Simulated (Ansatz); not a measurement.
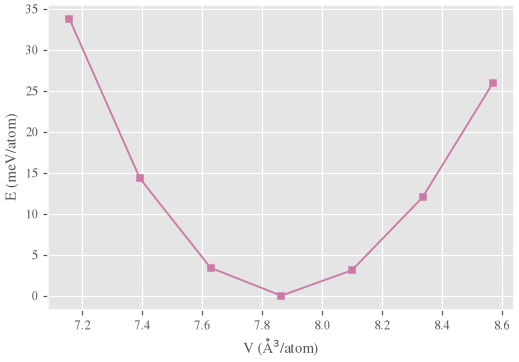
*Be2B (fluorite or antifluorite type, Fm-3m) under volume change, PBEsol (plane waves, PAW; program Ansatz), scaled uniformly.*

**Question.** What does a third-order Birch–Murnaghan fit give for V₀, B₀ and B′?

**Answer.** V₀ = 7.86 Å³/atom, B₀ = 148 GPa, B′ = 3.4.

The workflow started from an entry of the Crystallography Open Database (COD). Its standing as an ambient phase is unchecked. Symmetry was held in the PBEsol relaxation; whether a distortion lowers the energy is not shown.

Potentials: the later of the program's two PAW sets.
